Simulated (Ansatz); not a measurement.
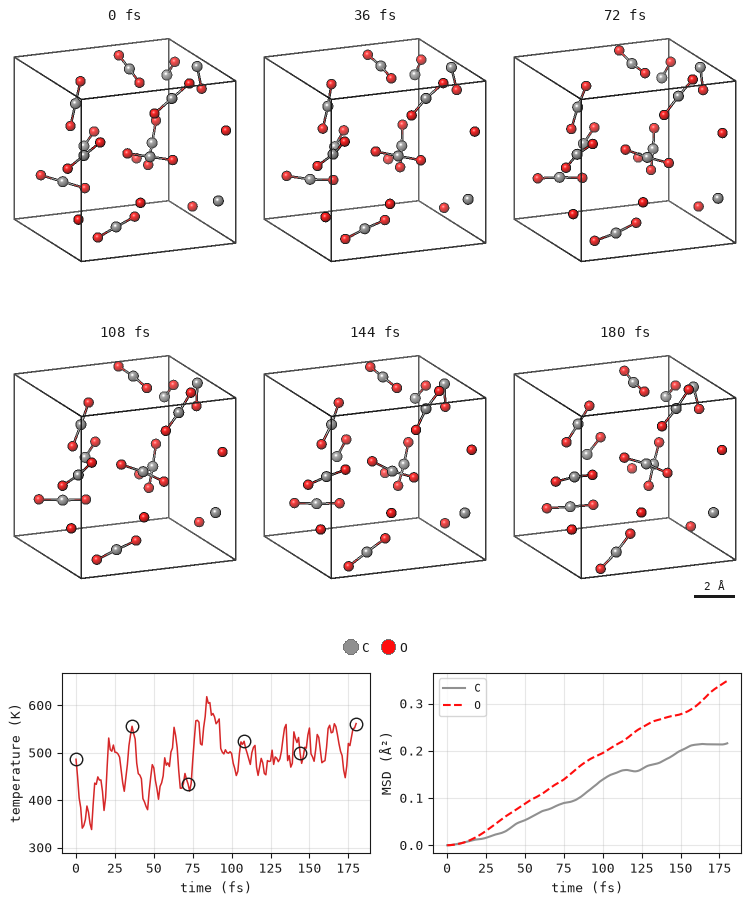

First-principles dynamics of a periodic cell with 12 CO2 at 1.384 g/cm³, 180 fs long. Frames and the history of the run. Style: ball-and-stick. Shown: the simulation cell, slightly off an axis.

All numbers below come from DFT PBE, scalar-relativistic, plane waves, PAW (Ansatz). Run with plane-wave cutoff 420 eV; k-point mesh 1 × 1 × 1; Fermi-Dirac smearing 0.05 eV; Langevin thermostat (NVT); set temperature 500 K; time step 1 fs; friction 0.02 per fs.

The input:
```yaml
crystal:
  lattice:
    - [8.588917, 0.0, 0.0]
    - [0.0, 8.588917, 0.0]
    - [0.0, 0.0, 8.588917]
  atoms:
    - { symbol: C, position: [0.33609534, 0.25096517, 0.77168755] }
    - { symbol: O, position: [0.32605602, 0.28751879, 0.90340464] }
    - { symbol: O, position: [0.34453851, 0.214749, 0.64014771] }
    - { symbol: C, position: [0.31020194, 0.75805913, 0.46577774] }
    - { symbol: O, position: [0.26288687, 0.80370921, 0.58549367] }
    - { symbol: O, position: [0.35918886, 0.71121873, 0.3475287] }
    - { symbol: C, position: [0.82430511, 0.66271409, 0.8846168] }
    - { symbol: O, position: [0.8183664, 0.55262693, 0.80280997] }
    - { symbol: O, position: [0.83044951, 0.7729902, 0.9662942] }
    - { symbol: C, position: [1.02571158, 0.44009988, 0.40769201] }
    - { symbol: O, position: [1.10442033, 0.47219888, 0.51464965] }
    - { symbol: O, position: [0.94652308, 0.40616916, 0.30180683] }
    - { symbol: C, position: [0.28656361, 0.62105029, 0.9313634] }
    - { symbol: O, position: [0.16159911, 0.60762824, 0.98384739] }
    - { symbol: O, position: [0.41131628, 0.63252194, 0.87738499] }
    - { symbol: C, position: [0.69589806, 0.14875115, 0.55744241] }
    - { symbol: O, position: [0.6270481, 0.07353663, 0.46680818] }
    - { symbol: O, position: [0.76506199, 0.2242162, 0.64772906] }
    - { symbol: C, position: [0.0530494, 0.96488516, 0.79350904] }
    - { symbol: O, position: [-0.0360673, 0.95215776, 0.69060923] }
    - { symbol: O, position: [0.14248713, 0.97772446, 0.8966862] }
    - { symbol: C, position: [-0.04312367, 0.90536982, 0.25984574] }
    - { symbol: O, position: [0.01485208, 0.78581693, 0.29008813] }
    - { symbol: O, position: [-0.10023367, 1.02507334, 0.22923706] }
    - { symbol: C, position: [0.66470389, 0.37135742, 0.08373038] }
    - { symbol: O, position: [0.64651743, 0.49926727, 0.1277902] }
    - { symbol: O, position: [0.68392519, 0.2445926, 0.03777138] }
    - { symbol: C, position: [0.53086345, -0.04658773, -0.0276194] }
    - { symbol: O, position: [0.51124551, -0.06756443, 0.10619192] }
    - { symbol: O, position: [0.54927546, -0.02566262, -0.1621408] }
    - { symbol: C, position: [0.65310056, 0.59578255, 0.48784408] }
    - { symbol: O, position: [0.58339891, 0.47966488, 0.50347293] }
    - { symbol: O, position: [0.72312901, 0.71178296, 0.47280463] }
    - { symbol: C, position: [0.31316614, 0.17916911, 0.29245849] }
    - { symbol: O, position: [0.24661526, 0.06591055, 0.32854057] }
    - { symbol: O, position: [0.37705761, 0.29397034, 0.25673679] }
basis:
  ecutwfc: 420.0
kpoints:
  mp_grid: { grid: [1, 1, 1] }
hamiltonian:
  xc: pbe
scf:
  occupations: { method: fermi_dirac, width: 0.05 }
  lower_state_search: "off"
md:
  timestep: 1
  n_steps: 180
  ensemble: nvt_langevin
  temperature: 500.0
  initial_velocities: maxwell_boltzmann
  seed: 486936
  friction: 0.02
```

Launched with:
```bash
ansatz run input.yaml --threads 1 --pin off --max-ram 3072MiB --backend cpu --events-out ev --progress --plain --runs-dir out
```

Describe the run.

Answer. In the second half of the run the atoms are, in the root-mean-square, this far from where they began (common drift taken out): O 0.51 Å, C 0.42 Å. The heavy atoms stay within a fraction of a molecule's size of their starting places; so short a run doesn't tell a liquid from a solid. The mean temperature in the second half is 506 K (standard deviation 31 K). The potential energy in the second half lies on average 43.5 meV per atom above the first frame.
